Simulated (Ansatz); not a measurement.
**BFH3NO···NH3: density, localisation and related maps**

The calculation's input:

```
crystal:
  periodic: [false, false, false]
  atoms:
    - { symbol: B, position_ang: [0.0, 0.0, 0.0] }
    - { symbol: "N", position_ang: [0.0, 0.0, 1.9] }
    - { symbol: H, position_ang: [-0.877, -0.2713, 2.43] }
    - { symbol: H, position_ang: [0.877, 0.2713, 2.43] }
    - { symbol: F, position_ang: [1.1431, 0.0, -0.66] }
    - { symbol: "N", position_ang: [-1.3423, 0.0, -0.775] }
    - { symbol: H, position_ang: [-2.0112, -0.8164, -0.6764] }
    - { symbol: H, position_ang: [-1.5914, 0.8164, -1.4036] }
    - { symbol: O, position_ang: [-0.4975, 1.5446, 0.5392] }
    - { symbol: H, position_ang: [-1.4276, 1.738, 0.1962] }
    - { symbol: H, position_ang: [-0.3332, 1.0344, 1.5734] }
basis:
  gaussian: { orbitals: def2-SVP }
hamiltonian:
  xc: pbe0
  dispersion: d4
relax:
  f_tol: 0.15
  max_steps: 25
  restrain:
    - { distance: [0, 8], at: 1.41, k: 30.0 }
    - { distance: [10, 1], at: 1.06, k: 30.0 }
    - { distance: [0, 1], at: 2.75, k: 30.0 }
    - { distance: [10, 8], at: 2.21, k: 30.0 }
output:
  orbitals: {}
```

Run with:

```sh
ansatz run input.yaml --threads 2 --pin off --max-ram 3072MiB --backend cpu --events-out ev --progress --plain --runs-dir out
```

The fields are those of the run's last geometry, not of the input's.

Not at a stationary point (largest force 0.7 eV/Å).

Theory: Ansatz, RKS PBE0-D4/def2-SVP.

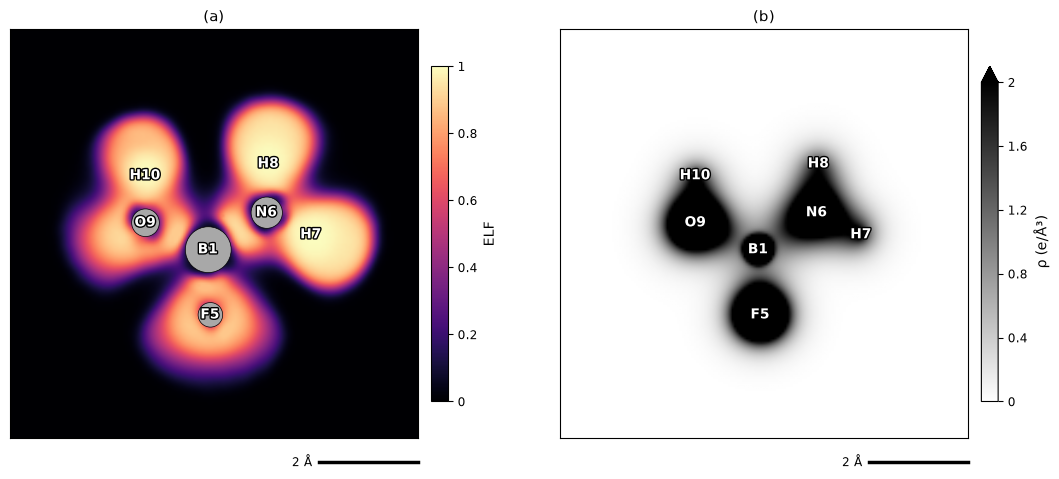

Figure 1. (a) electron localisation function; (b) electron density on the plane of atoms N6, B1 and O9. Grey discs cover the atomic cores in the ELF map.

Question: Interpret the plot.

Answer:
- The plane passes through B, F, N, H and O nuclei.
- B–F (1.34 Å): the density is about 2.1 e/Å³ at the midpoint; the ELF peaks at about 0.85 between the atoms: a shared but strongly polarised pair.
- B–O (1.39 Å): ρ at the midpoint is about 2 e/Å³; the ELF peaks at about 0.90 between the atoms; a shared but strongly polarised pair.
- B–N (1.41 Å): ρ at the midpoint is about 1.9 e/Å³; the ELF peaks at about 0.95 between the atoms; a polar covalent bond.
- O–H (0.96 Å): ρ at the midpoint is about 3.7 e/Å³; the ELF climbs to about 1 towards the hydrogen, as it does in any bond to H: an ordinary covalent bond to hydrogen.
- N–H (1.01 Å): ρ is about 2.8 e/Å³ halfway; the ELF climbs to about 1 towards the hydrogen: a covalent bond by its length.
- The ELF also peaks beside F5 and O9, away from the bonds: lone-pair regions.

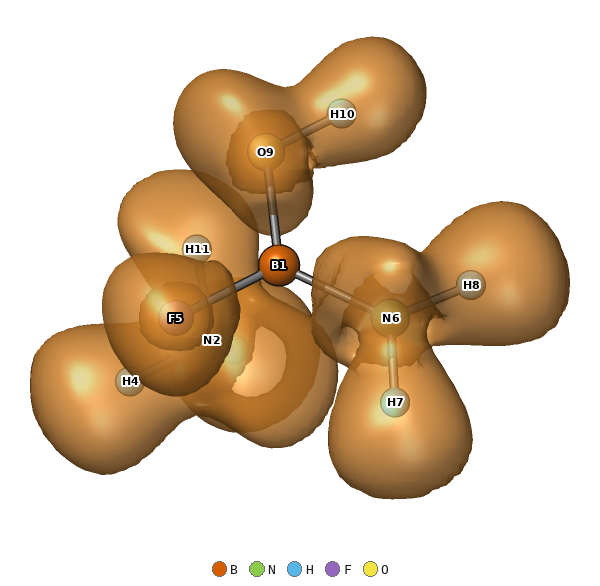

Figure 2. Isosurface of the electron localisation function at 0.75 (orange), seen at an oblique angle. Core shells and regions of very low density are left out.

Question: What do the ELF domains correspond to?

Answer: At this value the surface marks out one region on F in which the atom's valence shell and bonds are merged, two joined regions spread over several atoms (H, N), in which their bonds and any lone pairs are merged and one joined region spread over several atoms (H, O), in which their bonds and any lone pairs are merged. Profiles from the grid: B1···N2 (2.75 Å): the ELF dips to about 0.05 between them.

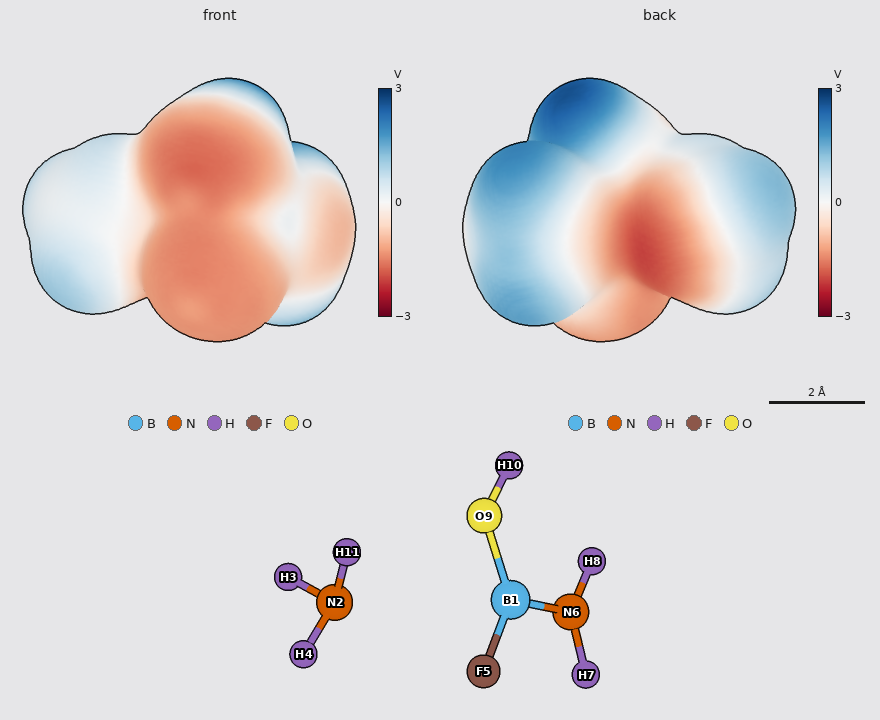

Figure 3. The electrostatic potential painted on the density surface at 0.002 e/bohr³, seen from the front and from behind; red is negative and blue positive. The bare structure is drawn below in the same view.

Question: Describe the electrostatic potential map.

Answer: The most negative region (about −2.0 V) lies over N2, the most positive (about +2.5 V) over H10. N2 is the likeliest acceptor of a hydrogen bond.
